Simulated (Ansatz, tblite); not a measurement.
# [MoO4]2-: spin states and exact exchange

Aim: set other spin states of [MoO4]2- against its singlet, on many levels of theory.

Computed with Ansatz 0.2.0, Gaussian basis. Level: as each input shows.

Levels to be run: triplet, at the geometry of the singlet (GFN1-xTB, GFN2-xTB, PBE0-D4/def2-TZVPD, PBE-D4/def2-TZVPD, r2SCAN-D4/def2-TZVPD); the singlet's energies come from earlier runs.

1 further run of the same task is left out (set aside as unsound or not needed). Runs told in other sessions of the task aren't counted.

## Step 1: The geometry

The singlet was relaxed beforehand with PBE-D4/def2-SVPD.

5 atoms, charge -2, spin multiplicity 1.

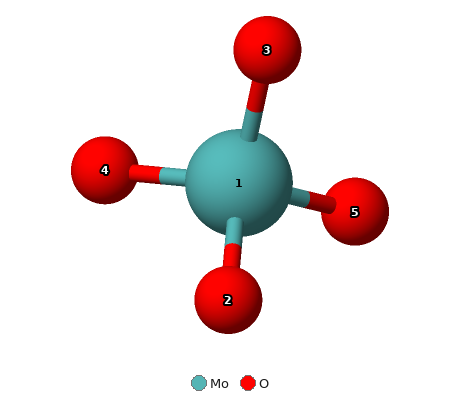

The geometry (molybdenum teal, oxygen red); atoms are numbered from 1 in the order of the file.

Formally the metal is d0. Mo takes a core potential in the def2 sets. No spin-orbit coupling is included. The ion is computed in the gas phase, without counter-ions or solvent.

## Step 2: Triplet at the fixed geometry, GFN1-xTB

Tight binding, by tblite at 300 K electronic temperature and without a spin-polarisation term:

```python
tblite.interface.Calculator('GFN1-xTB', numbers, positions, charge=-2, uhf=2).singlepoint()
```

Energy -575.0472 eV; 0.003 s.

## Step 3: Triplet at the fixed geometry, GFN2-xTB

Tight binding, by tblite at 300 K electronic temperature and without a spin-polarisation term:

```python
tblite.interface.Calculator('GFN2-xTB', numbers, positions, charge=-2, uhf=2).singlepoint()
```

Energy -503.8081 eV; 0.003 s.

## Step 4: Triplet at the fixed geometry, PBE0-D4/def2-TZVPD

The input, in.yaml:

```yaml
crystal:
  periodic: [false, false, false]
  atoms:
    - {symbol: Mo, position_ang: [-0.000032, -0.000001, 0.000010]}
    - {symbol: O, position_ang: [0.011078, -0.018806, 1.794679]}
    - {symbol: O, position_ang: [1.688403, 0.010940, -0.608615]}
    - {symbol: O, position_ang: [-0.853685, 1.469323, -0.577661]}
    - {symbol: O, position_ang: [-0.845764, -1.461466, -0.608423]}
basis:
  gaussian: {orbitals: def2-TZVPD}
total_charge: -2
magnetization: {spin_polarized: true, initial_magnetization: 2}
hamiltonian: {xc: pbe0, dispersion: d4}
scf: {omitted_lower_state_checks: [starts]}
output: {orbitals: {seedname: orbitals}}
```

Started as:

```bash
ansatz run in.yaml --threads 4 --pin off --events-out ev --progress --plain --max-ram 3916MiB
```

Standard output:

```text
Functional definition: PBE0
  name "PBE0"
  cite "Adamo & Barone, J. Chem. Phys. 110, 6158 (1999) doi:10.1063/1.478522"
  cite "Perdew, Burke & Ernzerhof, Phys. Rev. Lett. 77, 3865 (1996) doi:10.1103/PhysRevLett.77.3865"
  parent pbe
  parameter a = 0.25
  parameter kappa = 0.804
  parameter beta = 0.06672455060314922
  exchange = (1 - a)*pbe_x(kappa = kappa, mu = beta*pi^2/3) + a*exact_x
  correlation = pbe_c(beta = beta)
these checks for a lower state are left out or cut short: starts
1114 factors; their error is unknown
mean field evaluation 1: about -10026.6774 eV, gradient 5.0e1 eV
mean field evaluation 2: about -9886.9201 eV, gradient 2.1e2 eV
mean field evaluation 4: about -10030.9726 eV, gradient 4.3e1 eV
mean field evaluation 8: about -10038.3686 eV, gradient 1.4e0 eV
mean field evaluation 16: about -10038.4801 eV, gradient 1.7e-1 eV
mean field evaluation 32: about -10038.6072 eV, gradient 3.7e-5 eV
a density is far from that of the atoms, so the factors are made again for it
1423 factors; integrals over basis functions are off by at most 1.1e-3 eV
mean field -10038.60753276 eV, -368.9120224165 hartree, gradient 9.9e-6 eV, S^2 2.063054; 0 other end points of the search recorded, 0 dependent functions left out
reference -10038.60756043 eV, -368.9120234333 hartree; 25, 23 occupied and 175, 177 virtual orbitals, 1423 factors
Total energy: -10038.75982503 eV, -368.9176190542 hartree
Checks for a lower state left out: starts
```

It took 40 s on 4 threads of Arm Neoverse V1, shared host; peak memory 0.81 GiB.

From the report: HOMO 5.21 eV, LUMO 2.46 eV (over both spins; with the spin held, an empty level of the minority spin lies below the top filled one); ⟨S²⟩ 2.063 (pure: 2.00). Doubts: highest occupied level lies above zero.

## Step 5: Triplet at the fixed geometry, PBE-D4/def2-TZVPD

start.molden holds the orbitals of an earlier run on this state, given as this run's starting guess.

Edit in.yaml of step 4 so:

```diff
@@ -9,6 +9,6 @@
 basis:
-  gaussian: {orbitals: def2-TZVPD}
+  gaussian: {orbitals: def2-TZVPD, initial_orbitals: start.molden}
 total_charge: -2
 magnetization: {spin_polarized: true, initial_magnetization: 2}
-hamiltonian: {xc: pbe0, dispersion: d4}
+hamiltonian: {xc: pbe, dispersion: d4}
 scf: {omitted_lower_state_checks: [starts]}
```

Same command.

Standard output, shortened:

```text
Functional definition: PBE
  name "PBE"
  cite "Perdew, Burke & Ernzerhof, Phys. Rev. Lett. 77, 3865 (1996) doi:10.1103/PhysRevLett.77.3865"
  parent pbe
[...]
1044 factors; their error is unknown
[...]
a density is far from that of the atoms, so the factors are made again for it
1409 factors; integrals over basis functions are off by at most 1.1e-3 eV
mean field -10041.92099472 eV, -369.0337898974 hartree, gradient 3.6e-6 eV, S^2 2.009537; 0 other end points of the search recorded, 0 dependent functions left out
reference -10041.92102578 eV, -369.0337910388 hartree; 25, 23 occupied and 175, 177 virtual orbitals, 1409 factors
Total energy: -10042.10189936 eV, -369.0404380205 hartree
Checks for a lower state left out: starts
```

It took 48 s on 4 threads of Arm Neoverse V1, shared host.

Report: HOMO 5.42 eV, LUMO 1.55 eV (over both spins; with the spin held, an empty level of the minority spin lies below the top filled one); ⟨S²⟩ 2.010 (pure: 2.00). Doubts: highest occupied level lies above zero.

## Step 6: Triplet at the fixed geometry, r2SCAN-D4/def2-TZVPD

Edit in.yaml of step 5 so:

```diff
@@ -12,3 +12,3 @@
 magnetization: {spin_polarized: true, initial_magnetization: 2}
-hamiltonian: {xc: pbe, dispersion: d4}
+hamiltonian: {xc: r2scan, dispersion: d4}
 scf: {omitted_lower_state_checks: [starts]}
```

Launched as before.

Standard output, shortened:

```text
Functional definition: r2SCAN
  name "r2SCAN"
  cite "Furness, Kaplan, Ning, Perdew & Sun, J. Phys. Chem. Lett. 11, 8208 (2020) doi:10.1021/acs.jpclett.0c02405"
  cite "Furness, Kaplan, Ning, Perdew & Sun, J. Phys. Chem. Lett. 11, 9248 (2020) doi:10.1021/acs.jpclett.0c03077"
  parent r2scan
[...]
1044 factors; their error is unknown
[...]
a density is far from that of the atoms, so the factors are made again for it
1416 factors; integrals over basis functions are off by at most 1.1e-3 eV
[...]
mean field -10045.80159702 eV, -369.1763994017 hartree, gradient 4.3e-6 eV, S^2 2.031772; 0 other end points of the search recorded, 0 dependent functions left out
reference -10045.80161927 eV, -369.1764002194 hartree; 25, 23 occupied and 175, 177 virtual orbitals, 1416 factors
Total energy: -10045.84318885 eV, -369.1779278730 hartree
Checks for a lower state left out: starts
```

Run time: 78 s. Hardware: 4 threads of Arm Neoverse V1, shared host; peak memory 0.6 GiB.

HOMO 5.53 eV, LUMO 1.58 eV (over both spins; with the spin held, an empty level of the minority spin lies below the top filled one); ⟨S²⟩ 2.032 (pure: 2.00). Doubts: highest occupied level lies above zero.

## Step 7: Triplet less singlet, vertical

The singlet's energies are those of its earlier runs, whose logs aren't repeated here.

| level | triplet less singlet, vertical (kJ/mol) | time |
| --- | --- | --- |
| GFN1-xTB | +533.4 | 0.006 s |
| GFN2-xTB | +476.7 | 0.006 s |
| PBE-D4/def2-TZVPD | +326.0 | 50 s |
| r2SCAN-D4/def2-TZVPD | +350.4 | 82 s |
| PBE0-D4/def2-TZVPD | +360.4 | 42 s |

Times add the two runs; a level without a time comes out of a correlated run. Tight binding without a spin term can't rank spin states.

## Step 8: Outcome

| quantity | value |
| --- | --- |
| triplet less singlet, vertical, functionals in def2-TZVPD | +326.0 (PBE-D4) to +360.4 kJ/mol (PBE0-D4) |

In words: All functionals put the triplet above the singlet, over a spread of 34.4 kJ/mol. The checks for a lower triplet were left out, so another state of that spin may lie lower. The singlet here is a closed shell; an open-shell singlet can lie lower. These are electronic energies, without zero-point motion, entropy or surroundings.

A small anion of this charge may not be bound in the gas phase; the finite basis can hold electrons that would leave.
